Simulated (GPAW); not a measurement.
**S/Hf(0001): simulated STM images**

Wanted: filled- and empty-state images of S/Hf(0001), with its work function.

Main program and level: GPAW 26.7.0; GPAW, PAW setups; slab in vacuum, relaxation, in the first sound run; inputs show where later runs differ.

**1. The starting structure**

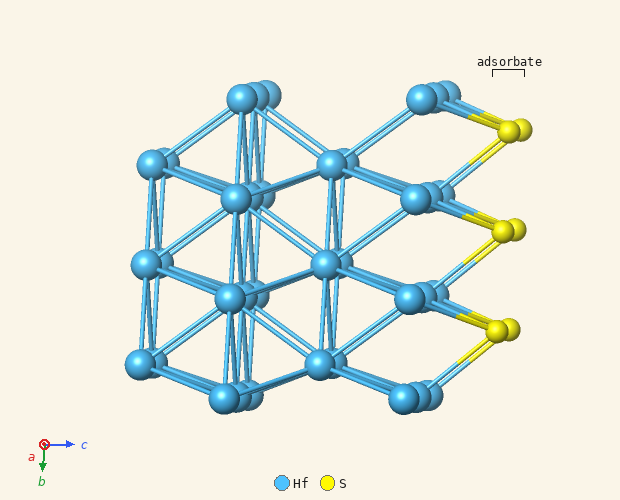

The starting structure, seen from the side, with the c axis across the page (hafnium blue, sulfur yellow). 2×3×1 cells are drawn. Some periodic images of atoms are drawn too.

The cell holds 5 atoms: 4 Hf and 1 S. Cell: a = 3.200 Å, b = 3.200 Å, c = 25.881 Å, α = 90.0°, β = 90.0°, γ = 60.0°. Vacuum lies along c.

**2. Relaxation**

Forces are removed first; all later runs use this geometry. The lowest 2 atoms are held at bulk positions and keep their forces.

File run.py:

```python
import json
import numpy as np
from ase import Atoms
from ase.constraints import FixAtoms
from ase.optimize import BFGS
from gpaw import GPAW, PW

slab = Atoms(
    ['Hf', 'Hf', 'Hf', 'Hf', 'S'],
    positions=[
        [3.20000, 1.84752, 8.00000],
        [0.00000, 0.00000, 10.53120],
        [3.20000, 1.84752, 13.06240],
        [0.00000, 0.00000, 15.59360],
        [1.60000, 0.92376, 17.88058]],
    cell=[[3.2, 0.0, 0.0], [1.6, 2.77128, 0.0], [0.0, 0.0, 25.88058]],
    pbc=[True, True, False])

slab.calc = GPAW(mode=PW(400), xc='PBE', kpts={'size': (11, 11, 1), 'gamma': True},
                 occupations={'name': 'fermi-dirac', 'width': 0.1}, nbands='160%',
                 convergence={'density': 1e-05}, maxiter=200,
                 poissonsolver={'dipolelayer': 'xy'},
                 symmetry={'tolerance': 1e-3, 'extra_ids': [1, 1, 0, 0, 0]}, txt='slab.txt')
result = {}
slab.set_constraint(FixAtoms([0, 1]))
path = []
opt = BFGS(slab, maxstep=0.2)
opt.attach(lambda: path.append((slab.get_potential_energy(), slab.positions.tolist(), slab.get_forces().tolist())))
result['relaxed'] = bool(opt.run(fmax=0.03, steps=40))
result['path'] = path
energy = slab.get_potential_energy()
fermi = slab.calc.get_fermi_level()
v = slab.calc.get_electrostatic_potential().mean((0, 1)) - fermi
n = slab.calc.get_pseudo_density().mean((0, 1))
L = slab.cell[2, 2]
z = np.arange(len(v)) * L / len(v)
low, high = slab.positions[:, 2].min(), slab.positions[:, 2].max()
below, above = np.interp([low - 5.8, high + 5.8], z, v)
slopes = [np.interp(x, z, np.gradient(v, z)) for x in (low - 5.8, high + 5.8)]
eps = np.array([[slab.calc.get_eigenvalues(k, s) for k in range(len(slab.calc.get_ibz_k_points()))]
                for s in range(slab.calc.get_number_of_spins())]) - fermi
top, bottom = eps[eps < 0].max(), eps[eps > 0].min()
dipole = slab.get_dipole_moment()[2]
print(f'energy {energy:.4f} eV, Fermi level {fermi:.4f} eV, dipole {dipole:.5f} e A')
print(f'potential 5.8 A off the faces, from the Fermi level: lower {below:.4f} eV, upper {above:.4f} eV')
print(f'slope of the potential there: lower {slopes[0]:.5f}, upper {slopes[1]:.5f} eV/A')
print(f'nearest levels on the mesh: {top:.4f} and {bottom:.4f} eV')
print('magnetic moment', round(slab.get_magnetic_moment(), 3))
result.update(energy=energy, fermi=fermi, dipole=dipole, below=below, above=above, slopes=slopes, edges=[top, bottom],
              z=z.tolist(), v=v.tolist(), n=n.tolist(), positions=slab.positions.tolist(),
              forces=slab.get_forces(apply_constraint=False).tolist(), moments=slab.get_magnetic_moments().tolist())
json.dump(result, open('result.json', 'w'))
```

On the command line:

```
> OMP_NUM_THREADS=1 OPENBLAS_NUM_THREADS=1 python run.py
```

Log:

```text
Step          Energy          fmax
BFGS:    0      -33.569002        2.592184
BFGS:    1      -33.740457        2.519821
BFGS:    2      -34.469756        1.726282
BFGS:    3      -34.510115        2.703349
BFGS:    4      -34.665431        0.992117
BFGS:    5      -34.694114        0.341942
BFGS:    6      -34.698974        0.380640
BFGS:    7      -34.708693        0.499998
BFGS:    8      -34.718494        0.399391
BFGS:    9      -34.721977        0.181165
BFGS:   10      -34.723070        0.144244
BFGS:   11      -34.723858        0.152658
BFGS:   12      -34.725886        0.249966
BFGS:   13      -34.729926        0.348896
BFGS:   14      -34.735551        0.360774
BFGS:   15      -34.740106        0.219529
BFGS:   16      -34.741743        0.054322
BFGS:   17      -34.741876        0.002244
energy -34.6483 eV, Fermi level 1.5744 eV, dipole -0.07203 e A
potential 5.8 A off the faces, from the Fermi level: lower 4.3793 eV, upper 5.8414 eV
slope of the potential there: lower -0.00030, upper -0.00005 eV/A
nearest levels on the mesh: -0.0147 and 0.0023 eV
magnetic moment 0.0
```

The job ended after 28 min (1 thread of Arm Neoverse V1, shared host; peak memory 0.24 GiB).

Relaxation path:

```csv
step,energy less that of the first step (eV),largest force (eV/Å)
1,0.0000,2.5922
2,-0.1709,2.5198
3,-0.8896,1.7263
4,-0.9313,2.7033
5,-1.0905,0.9921
6,-1.1189,0.3419
7,-1.1238,0.3806
8,-1.1339,0.5000
9,-1.1448,0.3994
10,-1.1490,0.1812
11,-1.1502,0.1442
12,-1.1510,0.1527
13,-1.1531,0.2500
14,-1.1571,0.3489
15,-1.1628,0.3608
16,-1.1674,0.2195
17,-1.1690,0.0543
18,-1.1691,0.0022
```

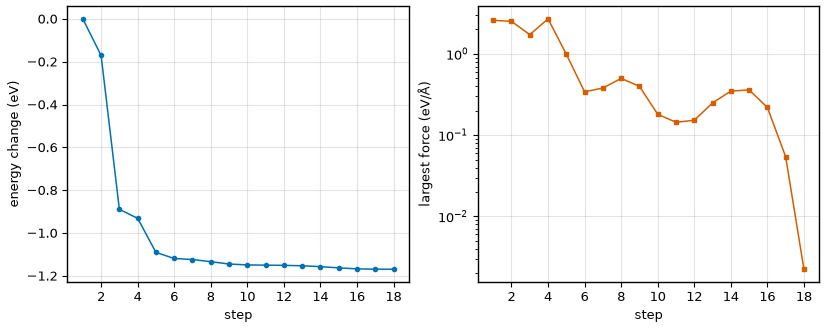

Energy and largest force along the relaxation.

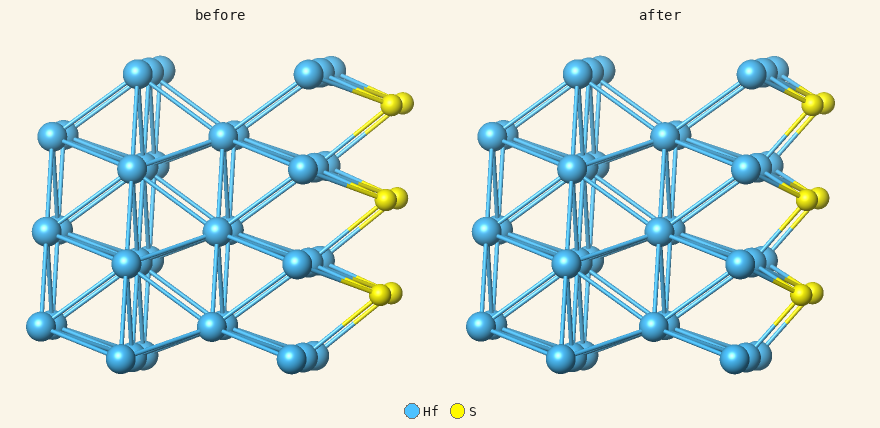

Before and after, at one scale.

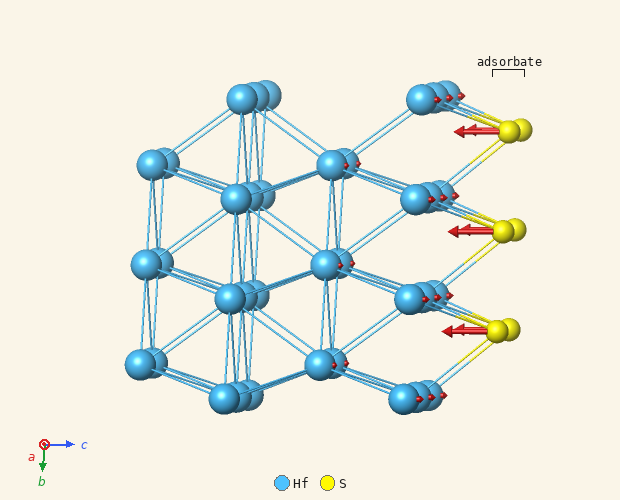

Displacements in the relaxation, exaggerated; the longest in the cell stands for 0.56 Å. 2×3×1 cells are drawn. Some periodic images of atoms are drawn too.

The atoms that moved most (Å):

| atom | dx | dy | dz | length |
| --- | --- | --- | --- | --- |
| S5 | 0.000 | 0.000 | -0.560 | 0.560 |
| Hf4 | 0.000 | 0.000 | 0.088 | 0.088 |
| Hf3 | 0.000 | 0.000 | 0.056 | 0.056 |

The relaxed structure:

```xyz
5
Lattice="3.2000 0.0000 0.0000 1.6000 2.7713 0.0000 0.0000 0.0000 25.8806" Properties=species:S:1:pos:R:3
Hf    3.2000    1.8475    8.0000
Hf    0.0000    0.0000   10.5312
Hf    3.2000    1.8475   13.1188
Hf    0.0000    0.0000   15.6817
S     1.6000    0.9238   17.3203
```

Numbers from this step:

- dipole along the normal: -0.07203 e·Å
- levels nearest the Fermi level on the mesh: -0.01470, 0.002255 eV from the Fermi level
- upper work function: 5.841 eV
- lower work function: 4.379 eV

The electrostatic potential energy of an electron (without an applied field's), less the Fermi level, planar mean oscillates, so the rows of the table below give means over windows of 2.59 Å about each position, cut where the curve ends. Its maxima inside the range that stand out by 2 % of the span (Å: eV): 9.3: -0.382, 11.9: -0.333, 14.4: -0.185, 16.6: -5.18. Its minima: 8.0: -22.8, 10.6: -22.6, 13.2: -22.3, 15.6: -22.4, 17.4: -17.7.

The electrostatic potential energy of an electron (without an applied field's), less the Fermi level, planar mean by z; means over each step:

| z (Å) | electrostatic potential energy of an electron (without an applied field's), less the Fermi level, planar mean (eV) |
| --- | --- |
| 1.29 | 4.43 |
| 3.88 | 4.36 |
| 6.47 | -1.00 |
| 9.06 | -10.0 |
| 11.65 | -9.61 |
| 14.24 | -9.58 |
| 16.84 | -11.3 |
| 19.42 | 5.38 |
| 22.02 | 5.84 |
| 24.60 | 5.81 |

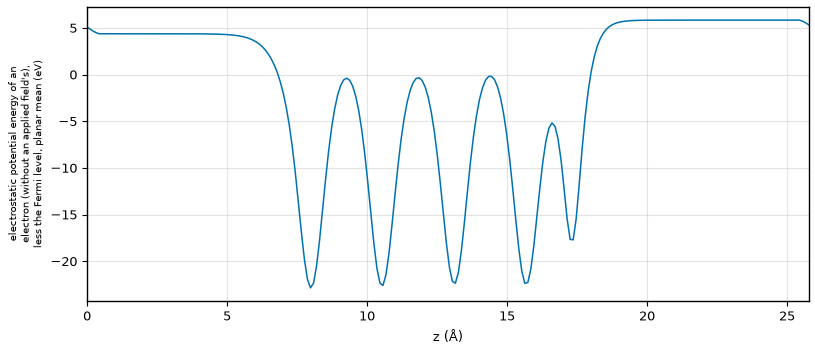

Electrostatic potential energy of an electron (without an applied field's), less the Fermi level, planar mean, plotted against z.

The pseudo valence density, planar mean oscillates, so the rows of the table below give means over windows of 2.59 Å about each position, cut where the curve ends. Its maxima inside the range that stand out by 2 % of the span (Å: e/Å³): 8.0: 1.18, 10.6: 1.17, 13.2: 1.17, 15.7: 1.16, 17.0: 0.492. Its minima: 9.3: 0.193, 11.9: 0.179, 14.4: 0.184, 16.6: 0.445.

Table of pseudo valence density, planar mean by z; means over each step:

```csv
z (Å),"pseudo valence density, planar mean (e/Å³)"
1.29,1.9e-6
3.88,6.4e-4
6.47,0.164
9.06,0.547
11.65,0.522
14.24,0.534
16.84,0.557
19.42,0.0260
22.02,7.4e-6
```

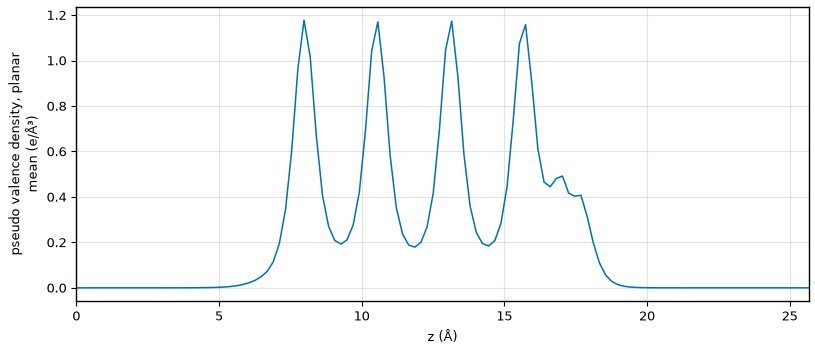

Pseudo valence density, planar mean against z.

The relaxation lowered the energy of the cell by 1.17 eV (energies extrapolated to zero smearing; the optimiser's log prints free energies). The largest force left on a free atom is 0.0022 eV/Å.

**3. Plane waves, PBE**

With the geometry fixed, the planar mean of the potential gives the vacuum level on each side.

This step: GPAW, PAW setups; slab in vacuum (GPAW 26.7.0).

Edit run.py of step 2 so:

```diff
@@ -3,4 +3,3 @@
 from ase import Atoms
-from ase.constraints import FixAtoms
-from ase.optimize import BFGS
+from ase.dft.stm import STM
 from gpaw import GPAW, PW
@@ -12,5 +11,5 @@
         [0.00000, 0.00000, 10.53120],
-        [3.20000, 1.84752, 13.06240],
-        [0.00000, 0.00000, 15.59360],
-        [1.60000, 0.92376, 17.88058]],
+        [3.20000, 1.84752, 13.11884],
+        [-0.00000, -0.00000, 15.68174],
+        [1.60000, 0.92376, 17.32029]],
     cell=[[3.2, 0.0, 0.0], [1.6, 2.77128, 0.0], [0.0, 0.0, 25.88058]],
@@ -22,10 +21,4 @@
                  poissonsolver={'dipolelayer': 'xy'},
-                 symmetry={'tolerance': 1e-3, 'extra_ids': [1, 1, 0, 0, 0]}, txt='slab.txt')
+                 symmetry={'tolerance': 1e-3}, txt='slab.txt')
 result = {}
-slab.set_constraint(FixAtoms([0, 1]))
-path = []
-opt = BFGS(slab, maxstep=0.2)
-opt.attach(lambda: path.append((slab.get_potential_energy(), slab.positions.tolist(), slab.get_forces().tolist())))
-result['relaxed'] = bool(opt.run(fmax=0.03, steps=40))
-result['path'] = path
 energy = slab.get_potential_energy()
@@ -51,2 +44,16 @@
               forces=slab.get_forces(apply_constraint=False).tolist(), moments=slab.get_magnetic_moments().tolist())
+
+# Images need the states of the whole zone, up to time reversal
+slab.calc = slab.calc.fixed_density(symmetry={'point_group': False}, txt='states.txt', nbands='280%',
+                                    convergence={'bands': 'CBM+2.3'})
+stm = STM(slab)
+result['stm'] = []
+for bias in [-1.5, 2.0]:
+    height = high + 4.0
+    current = stm.get_averaged_current(bias, height)
+    x, y, h = stm.scan(bias, current)
+    i, f = divmod(height / L * stm.ldos.shape[2], 1)
+    I = abs((1 - f) * stm.ldos[:, :, int(i)] + f * stm.ldos[:, :, int(i) + 1])
+    print(f'bias {bias} V: mean current at 4.0 A {current:.4e}, corrugation {np.ptp(h):.4f} A')
+    result['stm'].append(dict(bias=bias, current=current, h=(h - high).tolist(), I=I.tolist()))
 json.dump(result, open('result.json', 'w'))
```

Log:

```text
energy -34.6483 eV, Fermi level 1.5744 eV, dipole -0.07205 e A
potential 5.8 A off the faces, from the Fermi level: lower 4.3793 eV, upper 5.8414 eV
slope of the potential there: lower -0.00029, upper -0.00006 eV/A
nearest levels on the mesh: -0.0147 and 0.0023 eV
magnetic moment 0.0
bias -1.5 V: mean current at 4.0 A 2.9624e-06, corrugation 0.1563 A
bias 2.0 V: mean current at 4.0 A 6.9821e-06, corrugation 0.0815 A
```

The job ended after 5.3 min (1 thread; peak memory 0.65 GiB).

This step gave:

```yaml
dipole_along_the_normal: -0.07205 e·Å
levels_nearest_the_fermi_level_on_the_mesh: -0.01471, 0.002288 eV from the Fermi level
corrugation_minus_1p5: 0.1563 Å
corrugation_2: 0.08146 Å
```

The electrostatic potential energy of an electron (without an applied field's), less the Fermi level, planar mean oscillates, so the rows of the table below give means over windows of 2.59 Å about each position, cut where the curve ends. Its maxima inside the range that stand out by 2 % of the span (Å: eV): 9.3: -0.382, 11.9: -0.333, 14.4: -0.185, 16.6: -5.18. Its minima: 8.0: -22.8, 10.6: -22.6, 13.2: -22.3, 15.6: -22.4, 17.4: -17.7.

Table of electrostatic potential energy of an electron (without an applied field's), less the Fermi level, planar mean by z; means over each step:

```csv
z (Å),"electrostatic potential energy of an electron (without an applied field's), less the Fermi level, planar mean (eV)"
1.29,4.43
3.88,4.36
6.47,-1.00
9.06,-10.0
11.65,-9.61
14.24,-9.58
16.84,-11.3
19.42,5.38
22.02,5.84
24.60,5.81
```

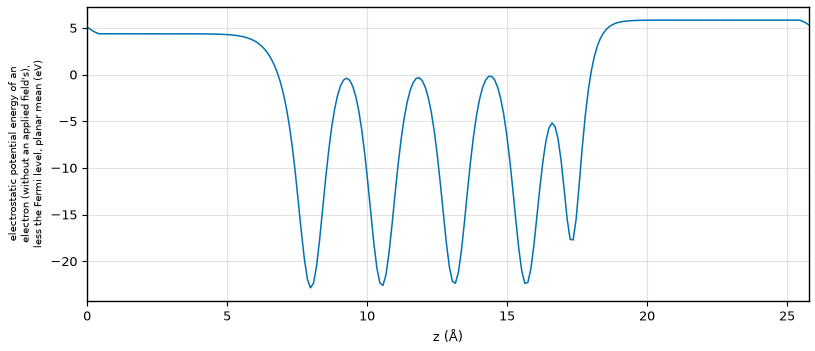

Electrostatic potential energy of an electron (without an applied field's), less the Fermi level, planar mean, plotted against z.

The pseudo valence density, planar mean oscillates, so the rows of the table below give means over windows of 2.59 Å about each position, cut where the curve ends. Its maxima inside the range that stand out by 2 % of the span (Å: e/Å³): 8.0: 1.18, 10.6: 1.17, 13.2: 1.17, 15.7: 1.16, 17.0: 0.492. Its minima: 9.3: 0.193, 11.9: 0.179, 14.4: 0.184, 16.6: 0.445.

Pseudo valence density, planar mean against z; means over each step:

```
z (Å)  pseudo valence density, planar mean (e/Å³)
 1.29                                      1.9e-6
 3.88                                      6.4e-4
 6.47                                       0.164
 9.06                                       0.547
11.65                                       0.522
14.24                                       0.534
16.84                                       0.557
19.42                                      0.0260
22.02                                      7.4e-6
```

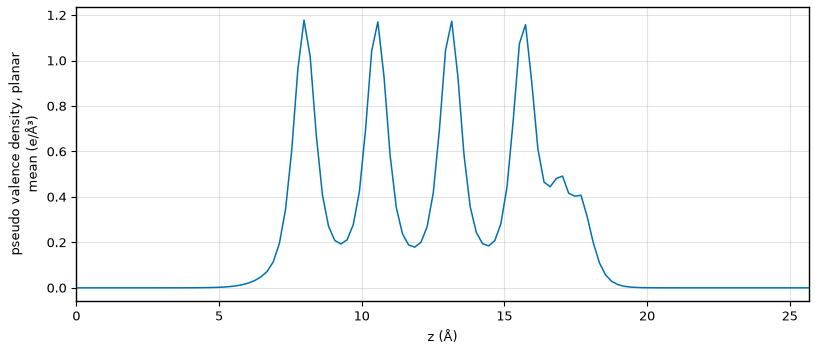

Pseudo valence density, planar mean against z.

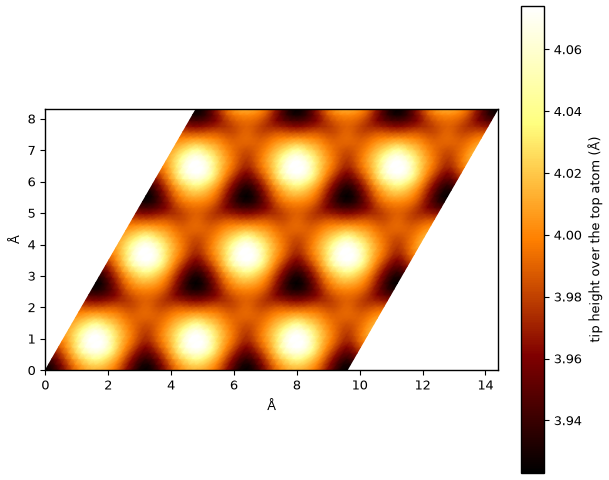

Tip height over the top atom over a1 and a2. Sample bias -1.5 V, constant current at the mean current 4.0 Å over the top atom. The cell is repeated, with its origin at the lower left corner.

[end of part 1 of 2]

[Logs are printed without paths, hosts, clocks, repeated set-up lines and the standing remarks that a program may print on its own settings, such as how far it seeks lower states.]

[Hosts, paths, dates, database ids (printed as entryN), source tags and the programs' standing remarks are cut or masked in the printed files.]
